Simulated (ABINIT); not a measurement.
# GaN (F-43m): G0W0 with ABINIT, start to end, part 2 of 3

How does a plane-wave GW calculation on GaN (F-43m) run from the first input to the gap?

ABINIT 10.8.3; LDA and many-body steps on it, plane waves. Known limits of the many-body steps: not at the basis limit; exchange with frozen shells missing; no spin-orbit coupling; coarse k mesh.

So far. Step 2 (Ground state): The gap is direct, at Γ.

**3. Bands along the symmetry lines**

Level of this step: DFT, LDA, plane waves, norm-conserving pseudopotentials (ABINIT).

The cheap functional maps the bands first; the places of the edges decide which points the dearer methods must see.

Contents of run.abi:

```
acell 3*1.0 Angstrom
rprim 
  0.000000000000 2.253500607500 2.253500607500
  2.253500607500 0.000000000000 2.253500607500
  2.253500607500 2.253500607500 0.000000000000
ntypat 2
znucl 31 7
natom 2
typat 1 2
xred 
  0.000000000000 0.000000000000 0.000000000000
  0.750000000000 0.750000000000 0.750000000000
pp_dirpath "pseudos"
pseudos "Ga.upf, N.upf"
ecut 36
iscf -2
irdden 1
kptopt 0
nkpt 50
kpt 
  0.00000000 0.00000000 0.00000000
  -0.06250000 -0.06250000 0.00000000
  -0.12500000 -0.12500000 0.00000000
  -0.18750000 -0.18750000 0.00000000
  -0.25000000 -0.25000000 0.00000000
  -0.31250000 -0.31250000 0.00000000
  -0.37500000 -0.37500000 0.00000000
  -0.43750000 -0.43750000 0.00000000
  -0.50000000 -0.50000000 0.00000000
  -0.48437500 -0.48437500 0.03125000
  -0.46875000 -0.46875000 0.06250000
  -0.45312500 -0.45312500 0.09375000
  -0.43750000 -0.43750000 0.12500000
  -0.42187500 -0.42187500 0.15625000
  -0.40625000 -0.40625000 0.18750000
  -0.39062500 -0.39062500 0.21875000
  -0.37500000 -0.37500000 0.25000000
  -0.37500000 0.00000000 0.37500000
  -0.32812500 0.00000000 0.32812500
  -0.28125000 0.00000000 0.28125000
  -0.23437500 0.00000000 0.23437500
  -0.18750000 0.00000000 0.18750000
  -0.14062500 0.00000000 0.14062500
  -0.09375000 0.00000000 0.09375000
  -0.04687500 0.00000000 0.04687500
  0.00000000 0.00000000 0.00000000
  0.00000000 0.00000000 0.06250000
  0.00000000 0.00000000 0.12500000
  0.00000000 0.00000000 0.18750000
  0.00000000 0.00000000 0.25000000
  0.00000000 0.00000000 0.31250000
  0.00000000 0.00000000 0.37500000
  0.00000000 0.00000000 0.43750000
  0.00000000 0.00000000 0.50000000
  -0.06250000 -0.03125000 0.46875000
  -0.12500000 -0.06250000 0.43750000
  -0.18750000 -0.09375000 0.40625000
  -0.25000000 -0.12500000 0.37500000
  -0.31250000 -0.15625000 0.34375000
  -0.37500000 -0.18750000 0.31250000
  -0.43750000 -0.21875000 0.28125000
  -0.50000000 -0.25000000 0.25000000
  -0.50000000 -0.28125000 0.21875000
  -0.50000000 -0.31250000 0.18750000
  -0.50000000 -0.34375000 0.15625000
  -0.50000000 -0.37500000 0.12500000
  -0.50000000 -0.40625000 0.09375000
  -0.50000000 -0.43750000 0.06250000
  -0.50000000 -0.46875000 0.03125000
  -0.50000000 -0.50000000 0.00000000
istwfk *1
nband 16
nbdbuf 2
tolwfr 1e-08
nstep 40
prtwf 0
prtvol 0
indata_prefix "in"
outdata_prefix "out"
tmpdata_prefix "tmp"
```

Command:

```sh
$ OMP_NUM_THREADS=1 mpirun -n 4 abinit run.abi > log
```

Numbers of over 12 decimals in the logs are rounded to 6 here.

Log:

```text
.Version 10.8.3 of ABINIT. v10.8.2 released Aug 2026.

 Symmetries : space group F-4 3 m (#216); Bravais cF (face-center cubic)
[... echo of the input left out ...]
== DATASET  1 ==================================================================
-   mpi_nproc: 4, omp_nthreads: 1 (-1 if OMP is not activated)

--- !DatasetInfo
iteration_state: {dtset: 1, }
dimensions: {natom: 2, nkpt: 50, mband: 16, nsppol: 1, nspinor: 1, nspden: 1, mpw: 1639, }
cutoff_energies: {ecut:  36.0, pawecutdg:  -1.0, }
electrons: {nelect:   1.80000000E+01, charge:   0.00000000E+00, occopt:   1.00000000E+00, tsmear:   1.00000000E-02, }

 Real(R)+Recip(G) space primitive vectors, cartesian coordinates (Bohr,Bohr^-1):
 R(1)=  0.0000000  4.2584990  4.2584990  G(1)= -0.1174123  0.1174123  0.1174123
 R(2)=  4.2584990  0.0000000  4.2584990  G(2)=  0.1174123 -0.1174123  0.1174123
 R(3)=  4.2584990  4.2584990  0.0000000  G(3)=  0.1174123  0.1174123 -0.1174123
 Unit cell volume ucvol=  1.5445417E+02 bohr^3
 Angles (23,13,12)=  6.00000000E+01  6.00000000E+01  6.00000000E+01 degrees

 getcut: wavevector=  0.0000  0.0000  0.0000  ngfft=  36  36  36
         ecut(hartree)=     36.000   => boxcut(ratio)=   2.21317

 getcut : COMMENT -
  Note that boxcut > 2.2 ; recall that boxcut=Gcut(box)/Gcut(sphere) = 2
  is sufficient for exact treatment of convolution.
  Such a large boxcut is a waste : you could raise ecut
  e.g. ecut=   44.083054 Hartrees makes boxcut=2

--- Pseudopotential description ------------------------------------------------
- Ga Generated using ONCVPSP code by D. R. Hamann
- 31.00000  13.00000  180309                  znucl, zion, pspdat
12 -1012 2 -1 1858                            pspcod,pspxc,lmax,lloc,mmax
     nproj     2     2     2
  pspatm : epsatm=   24.58383104
         --- l  ekb(1:nproj) -->
             0    7.046673    1.171794
             1    6.542514    1.190586
             2   -8.404011   -2.823845
 pspatm: atomic psp has been read  and splines computed

- N Generated using ONCVPSP code by D. R. Hamann
-  7.00000   5.00000  180309                  znucl, zion, pspdat
12 -1012 1 -1 1058                            pspcod,pspxc,lmax,lloc,mmax
     nproj     2     2     0
  pspatm : epsatm=    5.30777321
         --- l  ekb(1:nproj) -->
[...]
pspatm: atomic psp has been read  and splines computed

--------------------------------------------------------------------------------

================================================================================
 prteigrs : about to open file out_EIG
 Non-SCF case, kpt    1 (  0.00000  0.00000  0.00000), residuals and eigenvalues=
  6.37E-09  1.76E-09  5.28E-09  7.79E-09  2.80E-09  5.11E-09  3.27E-09  5.34E-09
  9.40E-09  2.58E-09  1.51E-09  2.33E-09  8.12E-09  7.53E-09  6.27E-07  1.52E-06
 -3.9795E-01 -3.1915E-01 -3.1915E-01 -3.1915E-01 -3.0775E-01 -3.0775E-01
[...]
-3.9581E-01 -3.1875E-01 -3.1875E-01 -3.1857E-01 -3.0788E-01 -3.0763E-01
[...]
5.6015E-01  7.9351E-01  8.4305E-01  8.7888E-01
 Non-SCF case, kpt    3 ( -0.12500 -0.12500  0.00000), residuals and eigenvalues=
[...]
5.7356E-01  7.1336E-01  8.9444E-01  9.0885E-01
[...]
Non-SCF case, kpt   49 ( -0.50000 -0.46875  0.03125), residuals and eigenvalues=
[...]
Non-SCF case, kpt   50 ( -0.50000 -0.50000  0.00000), residuals and eigenvalues=
[...]
-3.6344E-01 -3.1619E-01 -3.0818E-01 -3.0818E-01 -3.0496E-01 -2.3688E-01
 -4.5961E-02  8.2036E-02  8.2036E-02  3.0301E-01  4.2100E-01  6.0533E-01
[...]
--- !ResultsGS
iteration_state: {dtset: 1, }
comment   : Summary of ground state results
lattice_vectors:
- [  0.0000000,   4.2584990,   4.2584990, ]
- [  4.2584990,   0.0000000,   4.2584990, ]
- [  4.2584990,   4.2584990,   0.0000000, ]
lattice_lengths: [   6.02243,    6.02243,    6.02243, ]
lattice_angles: [ 60.000,  60.000,  60.000, ] # degrees, (23, 13, 12)
lattice_volume:   1.5445417E+02
convergence: {deltae:  0.000E+00, res2:  0.000E+00, residm:  9.960E-09, diffor:  0.000E+00, }
etotal    :  -8.67733219E+01
entropy   :   0.00000000E+00
fermie    :   1.82122820E-01
cartesian_stress_tensor: null
pressure_GPa: null
xred      :
- [  0.0000E+00,   0.0000E+00,   0.0000E+00, Ga]
- [  7.5000E-01,   7.5000E-01,   7.5000E-01,  N]
cartesian_forces: null
force_length_stats: {min: null, max: null, mean: null, }

 Integrated electronic density in atomic spheres:
 ------------------------------------------------
 Atom  Sphere_radius  Integrated_density
[...]
================================================================================

 ----iterations are completed or convergence reached----

 Mean square residual over all n,k,spin=   51.810E-10; max=  99.600E-10
 reduced coordinates (array xred) for    2 atoms
       0.000000000000      0.000000000000      0.000000000000
       0.750000000000      0.750000000000      0.750000000000

 cartesian coordinates (angstrom) at end:
    1      0.000000     0.000000     0.000000
    2      3.380251     3.380251     3.380251
 length scales=  1.889726125908  1.889726125908  1.889726125908 bohr
              =  1.000000000000  1.000000000000  1.000000000000 angstroms
 prteigrs : about to open file out_EIG
 Eigenvalues (hartree) for nkpt=  50  k points:
 kpt#   1, nband= 16, wtk=  1.00000, kpt=  0.0000  0.0000  0.0000 (reduced coord)
[...]
kpt#   2, nband= 16, wtk=  1.00000, kpt= -0.0625 -0.0625  0.0000 (reduced coord)
[...]
kpt#   3, nband= 16, wtk=  1.00000, kpt= -0.1250 -0.1250  0.0000 (reduced coord)
[...]
kpt#  49, nband= 16, wtk=  1.00000, kpt= -0.5000 -0.4687  0.0313 (reduced coord)
[...]
kpt#  50, nband= 16, wtk=  1.00000, kpt= -0.5000 -0.5000  0.0000 (reduced coord)
  -0.36344   -0.31619   -0.30818   -0.30818   -0.30496   -0.23688   -0.04596    0.08204
   0.08204    0.30301    0.42100    0.60533    0.68746    0.68746    0.97701    1.10081

== END DATASET(S) ==============================================================
================================================================================

 -outvars: echo values of variables after computation  --------
            nband          16
             nkpt          50
          spgroup         216
 [... the other variables as echoed above ...]

 Calculation completed.
```

Elapsed: 5.8 s, on 4 MPI ranks of Arm Neoverse V2, shared host; peak memory 0.28 GiB.

Numbers from this step:

| Property | Result |
| --- | --- |
| gap | 1.770 eV |
| k of the valence top | 0, 0, 0 |
| k of the conduction bottom | 0, 0, 0 |
| least direct gap | 1.770 eV |

The gap is 1.770 eV, as in the run before at this level.

Electronic bands along the path, in eV, zero at the top of the highest filled band:

| point | band 6 | band 7 | band 8 | band 9 | band 10 | band 11 | band 12 | band 13 |
| --- | --- | --- | --- | --- | --- | --- | --- | --- |
| Γ | -13.33 | 0.00 | 0.00 | 0.00 | 1.77 | 10.16 | 10.16 | 10.16 |
| X | -11.40 | -6.21 | -2.72 | -2.72 | 3.29 | 6.50 | 11.52 | 13.75 |
| U | -11.24 | -5.94 | -4.30 | -2.19 | 4.92 | 7.72 | 10.89 | 12.68 |
| jump to K | -11.24 | -5.94 | -4.30 | -2.19 | 4.92 | 7.72 | 10.89 | 12.68 |
| Γ | -13.33 | 0.00 | 0.00 | 0.00 | 1.77 | 10.16 | 10.16 | 10.16 |
| L | -11.90 | -7.11 | -0.98 | -0.98 | 4.56 | 8.61 | 10.24 | 10.24 |
| W | -11.12 | -5.77 | -3.73 | -3.68 | 6.14 | 8.23 | 10.18 | 10.94 |
| X | -11.40 | -6.21 | -2.72 | -2.72 | 3.29 | 6.50 | 11.52 | 13.75 |

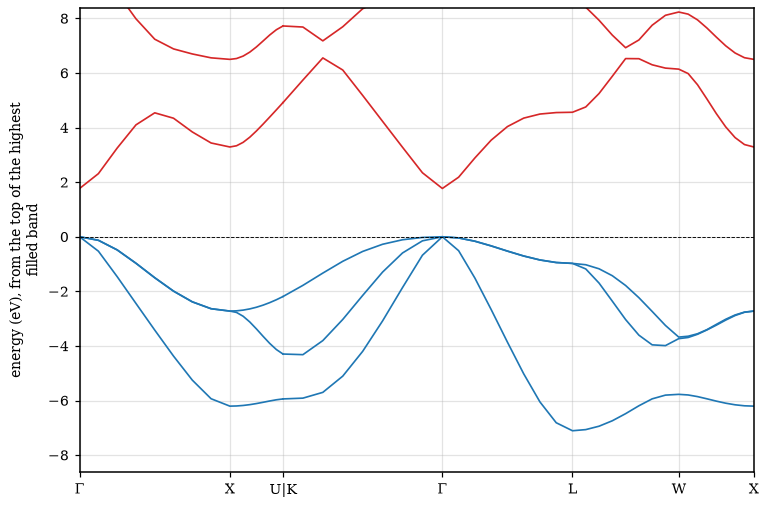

Electronic bands along the path; lines of filled and empty bands in two colours.

**4. Empty states on the mesh, 4×4×4 mesh, 40 bands**

The sums over transitions need many empty states on a uniform mesh; this step solves for them.

Contents of run.abi:

```
acell 3*1.0 Angstrom
rprim 
  0.000000000000 2.253500607500 2.253500607500
  2.253500607500 0.000000000000 2.253500607500
  2.253500607500 2.253500607500 0.000000000000
ntypat 2
znucl 31 7
natom 2
typat 1 2
xred 
  0.000000000000 0.000000000000 0.000000000000
  0.750000000000 0.750000000000 0.750000000000
pp_dirpath "pseudos"
pseudos "Ga.upf, N.upf"
ecut 36
ngkpt 4 4 4
nshiftk 1
shiftk 0 0 0
kptopt 1
chksymbreak 0
iscf -2
irdden 1
istwfk *1
nband 40
nbdbuf 4
tolwfr 1e-09
nstep 60
prtvol 0
indata_prefix "in"
outdata_prefix "out"
tmpdata_prefix "tmp"
```

Log:

```text
.Version 10.8.3 of ABINIT. v10.8.2 released Aug 2026.

 Symmetries : space group F-4 3 m (#216); Bravais cF (face-center cubic)
[... echo of the input left out ...]
== DATASET  1 ==================================================================
-   mpi_nproc: 4, omp_nthreads: 1 (-1 if OMP is not activated)

--- !DatasetInfo
iteration_state: {dtset: 1, }
dimensions: {natom: 2, nkpt: 8, mband: 40, nsppol: 1, nspinor: 1, nspden: 1, mpw: 1639, }
cutoff_energies: {ecut:  36.0, pawecutdg:  -1.0, }
electrons: {nelect:   1.80000000E+01, charge:   0.00000000E+00, occopt:   1.00000000E+00, tsmear:   1.00000000E-02, }

 Real(R)+Recip(G) space primitive vectors, cartesian coordinates (Bohr,Bohr^-1):
 R(1)=  0.0000000  4.2584990  4.2584990  G(1)= -0.1174123  0.1174123  0.1174123
 R(2)=  4.2584990  0.0000000  4.2584990  G(2)=  0.1174123 -0.1174123  0.1174123
 R(3)=  4.2584990  4.2584990  0.0000000  G(3)=  0.1174123  0.1174123 -0.1174123
 Unit cell volume ucvol=  1.5445417E+02 bohr^3
 Angles (23,13,12)=  6.00000000E+01  6.00000000E+01  6.00000000E+01 degrees

 getcut: wavevector=  0.0000  0.0000  0.0000  ngfft=  36  36  36
         ecut(hartree)=     36.000   => boxcut(ratio)=   2.21317

 getcut : COMMENT -
  Note that boxcut > 2.2 ; recall that boxcut=Gcut(box)/Gcut(sphere) = 2
  is sufficient for exact treatment of convolution.
  Such a large boxcut is a waste : you could raise ecut
  e.g. ecut=   44.083054 Hartrees makes boxcut=2

--- Pseudopotential description ------------------------------------------------
- Ga Generated using ONCVPSP code by D. R. Hamann
- 31.00000  13.00000  180309                  znucl, zion, pspdat
12 -1012 2 -1 1858                            pspcod,pspxc,lmax,lloc,mmax
     nproj     2     2     2
  pspatm : epsatm=   24.58383104
         --- l  ekb(1:nproj) -->
             0    7.046673    1.171794
             1    6.542514    1.190586
             2   -8.404011   -2.823845
 pspatm: atomic psp has been read  and splines computed

- N Generated using ONCVPSP code by D. R. Hamann
-  7.00000   5.00000  180309                  znucl, zion, pspdat
12 -1012 1 -1 1058                            pspcod,pspxc,lmax,lloc,mmax
     nproj     2     2     0
  pspatm : epsatm=    5.30777321
         --- l  ekb(1:nproj) -->
[...]
pspatm: atomic psp has been read  and splines computed

--------------------------------------------------------------------------------

================================================================================
 prteigrs : about to open file out_EIG
 Non-SCF case, kpt    1 (  0.00000  0.00000  0.00000), residuals and eigenvalues=
  3.31E-10  1.09E-10  2.94E-10  7.72E-10  5.36E-10  9.63E-10  2.13E-10  2.88E-10
  5.34E-10  1.02E-10  5.68E-11  6.69E-10  8.46E-10  9.09E-11  8.10E-11  1.36E-10
  2.99E-10  1.37E-10  2.28E-10  2.57E-10  2.73E-10  5.13E-10  7.83E-10  2.30E-10
[...]
-3.9795E-01 -3.1915E-01 -3.1915E-01 -3.1915E-01 -3.0775E-01 -3.0775E-01
  1.8212E-01  1.8212E-01  1.8212E-01  2.4715E-01  5.5535E-01  5.5535E-01
  5.5535E-01  8.1792E-01  8.6882E-01  8.6882E-01  8.6882E-01  9.0756E-01
  9.0756E-01  1.0111E+00  1.3773E+00  1.3773E+00  1.3773E+00  1.8634E+00
  1.8634E+00  1.8634E+00  1.8910E+00  1.8910E+00  1.8910E+00  1.9303E+00
  1.9303E+00  2.1642E+00  2.3304E+00  2.3304E+00  2.3304E+00  2.5451E+00
  2.5811E+00  2.5811E+00  2.5811E+00  2.6345E+00
 prteigrs : prtvol=0 or 1, do not print more k-points.

--- !ResultsGS
iteration_state: {dtset: 1, }
comment   : Summary of ground state results
lattice_vectors:
- [  0.0000000,   4.2584990,   4.2584990, ]
- [  4.2584990,   0.0000000,   4.2584990, ]
- [  4.2584990,   4.2584990,   0.0000000, ]
lattice_lengths: [   6.02243,    6.02243,    6.02243, ]
lattice_angles: [ 60.000,  60.000,  60.000, ] # degrees, (23, 13, 12)
lattice_volume:   1.5445417E+02
convergence: {deltae:  0.000E+00, res2:  0.000E+00, residm:  9.806E-10, diffor:  0.000E+00, }
etotal    :  -8.67733219E+01
entropy   :   0.00000000E+00
fermie    :   1.82122820E-01
cartesian_stress_tensor: null
pressure_GPa: null
xred      :
- [  0.0000E+00,   0.0000E+00,   0.0000E+00, Ga]
- [  7.5000E-01,   7.5000E-01,   7.5000E-01,  N]
cartesian_forces: null
force_length_stats: {min: null, max: null, mean: null, }

 Integrated electronic density in atomic spheres:
 ------------------------------------------------
 Atom  Sphere_radius  Integrated_density
[...]
================================================================================

 ----iterations are completed or convergence reached----

 Mean square residual over all n,k,spin=   41.193E-11; max=  98.065E-11
 reduced coordinates (array xred) for    2 atoms
       0.000000000000      0.000000000000      0.000000000000
       0.750000000000      0.750000000000      0.750000000000

 cartesian coordinates (angstrom) at end:
    1      0.000000     0.000000     0.000000
    2      3.380251     3.380251     3.380251
 length scales=  1.889726125908  1.889726125908  1.889726125908 bohr
              =  1.000000000000  1.000000000000  1.000000000000 angstroms
 prteigrs : about to open file out_EIG
 Eigenvalues (hartree) for nkpt=   8  k points:
 kpt#   1, nband= 40, wtk=  0.01563, kpt=  0.0000  0.0000  0.0000 (reduced coord)
[...]
1.86336    1.86336    1.89097    1.89097    1.89097    1.93033    1.93033    2.16424
   2.33038    2.33038    2.33038    2.54509    2.58107    2.58107    2.58107    2.63453
 prteigrs : prtvol=0 or 1, do not print more k-points.

== END DATASET(S) ==============================================================
================================================================================

 -outvars: echo values of variables after computation  --------
            nband          40
             nkpt           8
          spgroup         216
 [... the other variables as echoed above ...]

 Calculation completed.
```

Run time: 4.3 s. Hardware: 4 MPI ranks; peak memory 0.27 GiB; 17 s of CPU time.

Numbers from this step:

| Quantity | Value |
| --- | --- |
| gap | 1.770 eV |
| k of the valence top | 0, 0, 0 |
| k of the conduction bottom | 0, 0, 0 |
| least direct gap | 1.770 eV |
| k points computed | 8 |
| lowest point of the top converged band, above the valence top | 54.6584 eV |

On this mesh the gap is 1.770 eV.

**5. Screening, 4×4×4 mesh, 36 bands, screening to 130.6 eV**

The RPA dielectric matrix is built and inverted for each q.

This step: RPA screening on LDA, plane waves, norm-conserving pseudopotentials.

Edit run.abi of step 4 so:

```diff
@@ -20,10 +20,11 @@
 chksymbreak 0
-iscf -2
-irdden 1
 istwfk *1
-nband 40
-nbdbuf 4
-tolwfr 1e-09
-nstep 60
-prtvol 0
+occopt 1
+irdwfk 1
+optdriver 3
+nband 36
+ecuteps 4.8
+inclvkb 2
+awtr 1
+symchi 1
 indata_prefix "in"
```

Log:

```text
.Version 10.8.3 of ABINIT. v10.8.2 released Aug 2026.

 Symmetries : space group F-4 3 m (#216); Bravais cF (face-center cubic)
[... echo of the input left out ...]
== DATASET  1 ==================================================================
-   mpi_nproc: 4, omp_nthreads: 1 (-1 if OMP is not activated)

--- !DatasetInfo
iteration_state: {dtset: 1, }
dimensions: {natom: 2, nkpt: 8, mband: 36, nsppol: 1, nspinor: 1, nspden: 1, mpw: 1639, }
cutoff_energies: {ecut:  36.0, pawecutdg:  -1.0, }
electrons: {nelect:   1.80000000E+01, charge:   0.00000000E+00, occopt:   1.00000000E+00, tsmear:   1.00000000E-02, }

 SCREENING: Calculation of the susceptibility and dielectric matrices

 Based on a program developped by R.W. Godby, V. Olevano, G. Onida, and L. Reining.
 Incorporated in ABINIT by V. Olevano, G.-M. Rignanese, and M. Torrent.
.Using double precision arithmetic ; gwpc =  8

[... cell and pseudopotentials left out ...]
--------------------------------------------------------------------------------

 ==== K-mesh for the wavefunctions ====
 Number of points in the irreducible wedge :     8
[... list of points left out ...]
 Together with 24 symmetry operations and time-reversal symmetry
 yields    64 points in the full Brillouin Zone.

 ==== Q-mesh for the screening function ====
 Number of points in the irreducible wedge :     8
[... list of points left out ...]
 Together with 24 symmetry operations and time-reversal symmetry
 yields    64 points in the full Brillouin Zone.

 setmesh: FFT mesh size selected  =    24x   24x   24
          total number of points  =        13824

 vcoul_init : cutoff-mode = AUXILIARY_FUNCTION
 q-points for optical limit:   1
     1)      0.000010    0.000020    0.000030

- screening: taking advantage of time-reversal symmetry
- Maximum band index for partially occupied states nbvw = 9
- Remaining bands to be divided among processors   nbcw = 27
- Number of bands treated by each node ~6

 Number of electrons calculated from density =   18.0000; Expected =   18.0000
 average of density, n =  0.116539
 r_s =    1.2700
 omega_plasma =   32.9300 [eV]

 calculating chi0 at frequencies [eV] :
  1    0.000000E+00    0.000000E+00
  2    0.000000E+00    3.293002E+01

--------------------------------------------------------------------------------
  q-point number  1        q = ( 0.000000, 0.000000, 0.000000) [r.l.u.]
--------------------------------------------------------------------------------
[... chi0 elements left out ...]
 For q-point:  0.000010 0.000020 0.000030
  dielectric constant =   9.0012
  dielectric constant without local fields =   9.5603

  Average fulfillment of the sum rule on Im[epsilon] for q-point    1 :     37.67  [%]
[... wings left out ...]
  q-point number  2        q = ( 0.250000, 0.000000, 0.000000) [r.l.u.]
--------------------------------------------------------------------------------
[... chi0 elements left out ...]
  Average fulfillment of the sum rule on Im[epsilon] for q-point    2 :     56.42  [%]

 [... 6 further q-points ...]
```

Elapsed: 4.2 s, on 4 MPI ranks; peak memory 0.41 GiB; 16 s of CPU time.

This step gave:

```
ε∞ with local fields, on this mesh, along the program's q direction : 9.001
the same without local fields                                       : 9.560
plasma frequency                                                    : 32.93 eV
plane waves in the screening matrix                                 : 65
```

Local fields lower ε∞ by 6 %. On a Γ-centred mesh this coarse the value itself is usually too large, while a short band sum pulls it down.

(Part 2 of 3 ends here.)

[Paths, hosts, dates, memory and timing lines, banners, echoed tables and standing remarks are left out of the program output.]

[Logs are printed without paths, hosts, clocks, repeated set-up lines and the standing remarks that a program may print on its own settings, such as how far it seeks lower states.]

[Runs of the session that timed out or met a known fault of the program may be left out.]

[Hosts, paths, dates, database ids (printed as entryN), source tags and the programs' standing remarks are cut or masked in the printed files.]

[G0W0 gaps are taken among the corrected bands and points alone; a level outside them can change the order at an edge.]

[Where Ansatz stands beside ABINIT at settings called matched, ABINIT's density can come from a denser mesh and the files from another edition; pairs whose starting gaps differed by over 0.03 eV were left out, so agreement reads better than it is.]
